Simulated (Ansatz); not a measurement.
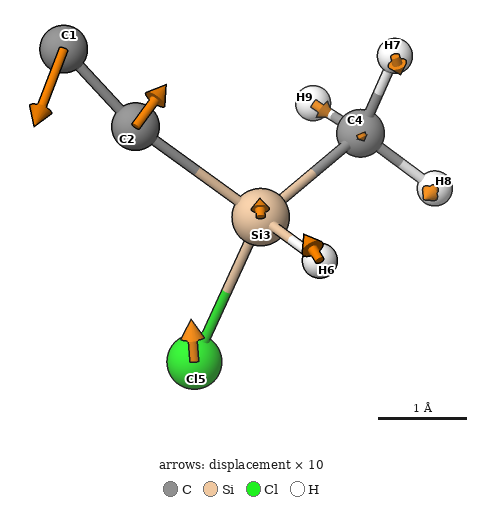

A relaxation of C3H4ClSi (multiplicity 2). The starting structure is drawn; orange arrows show the displacements, 10 times their true length. The two geometries are superimposed by the best rigid fit.

Style: ball-and-stick. Shown at a tilt.

The start comes from PBE-D4/def2-SVP.

Level of theory: UKS PBE0-D4/def2-TZVP (Ansatz).

The input:
```yaml
crystal:
  periodic: [false, false, false]
  atoms:
    - {symbol: C, position_ang: [2.658777, -1.444984, 0.046351]}
    - {symbol: C, position_ang: [1.831193, -0.533562, -0.115360]}
    - {symbol: Si, position_ang: [0.383344, 0.605602, -0.151069]}
    - {symbol: C, position_ang: [-1.182672, -0.305731, 0.313112]}
    - {symbol: Cl, position_ang: [0.228273, 1.349041, -2.093802]}
    - {symbol: H, position_ang: [0.674484, 1.766333, 0.752431]}
    - {symbol: H, position_ang: [-1.092912, -0.708797, 1.342434]}
    - {symbol: H, position_ang: [-2.055461, 0.376150, 0.271021]}
    - {symbol: H, position_ang: [-1.356425, -1.150450, -0.382218]}
basis:
  gaussian: {orbitals: def2-TZVP}
magnetization: {spin_polarized: true, initial_magnetization: 1}
hamiltonian: {xc: pbe0, dispersion: d4}
relax: {f_tol: 0.005, max_steps: 150}
```

Launched with:
```bash
ansatz run in.yaml --threads 4 --pin off --events-out ev --progress --plain --max-ram 10444MiB
```

> Atoms of which element are displaced furthest, and by how much?

Carbon: up to 0.10 Å, against 0.05 Å for chlorine.

> What happened in the run?

The atom that moves furthest after the best rigid fit is C1 (0.10 Å). By element the largest moves are C 0.10 Å, Cl 0.05 Å, H 0.04 Å, Si 0.03 Å. Among the contacts that change: Si3–Cl5 2.086 → 2.054 Å, C1–C2 1.242 → 1.212 Å, Si3–H6 1.499 → 1.479 Å, Si3–C4 1.870 → 1.851 Å. Bond angles that change, for instance: C1–C2–Si3 168.5° → 177.4°. After 6 geometry steps the energy has fallen by 7.16 kJ/mol. The largest force component goes from 1.8 to 0.0028 eV/Å.
